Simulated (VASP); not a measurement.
Band structure of PtAl₂ (fluorite). Method: revTPSS meta-GGA, VASP's PBE PAW potentials (set 64) (plane waves; VASP).

Unless said otherwise, spin-orbit coupling is left out, though it shifts the bands of the heavy elements here.

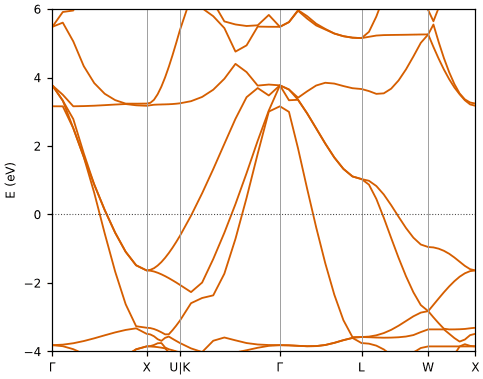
Figure: Bands along high-symmetry lines, zero at the valence-band maximum or, without a gap, the Fermi level

Problem. Read the plot: is there a gap, and where are the band edges?

Solution. It has no gap at this level: it comes out as a metal or semimetal.

The compound is PtAl2 in the fluorite structure. It was relaxed first.
